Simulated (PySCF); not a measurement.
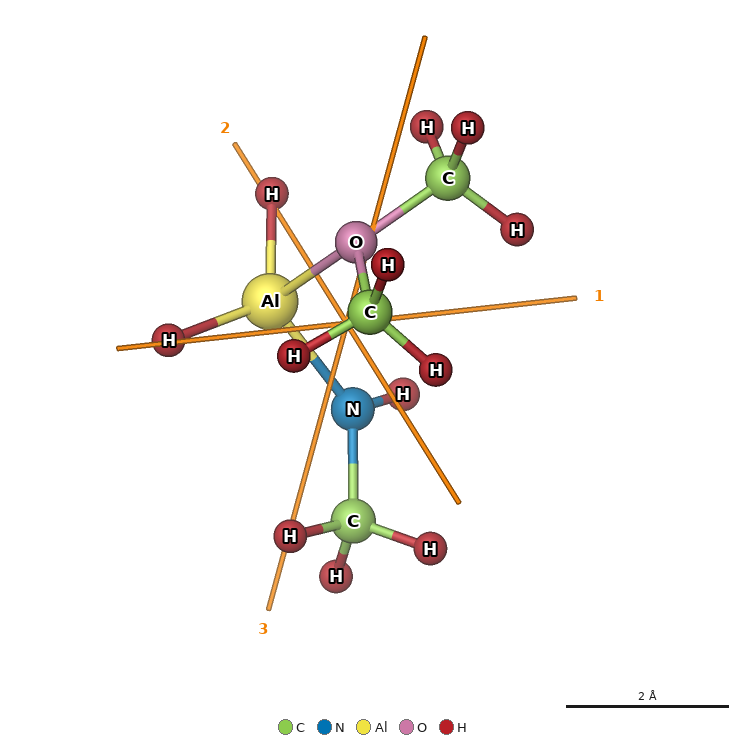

The three principal axes of inertia are drawn and numbered. Distant atoms are faded towards the background colour. Computed geometry: PBE0-D3(BJ)/def2-SVP optimisation. No frequency run is at hand to confirm it as a minimum. Masses are those of the most abundant isotopes; constants are for the rigid equilibrium geometry.

> Which line is the a axis (least moment of inertia), which b and which c?

a is line 3, b is line 2, c is line 1; the moments are 131, 308, 345 u Å².

> What kind of rotor is it, and what are its rotational constants in GHz?

An asymmetric top (C1): A = 3.85, B = 1.64, C = 1.47 GHz. Ray's parameter κ is −0.85, close to the prolate limit.
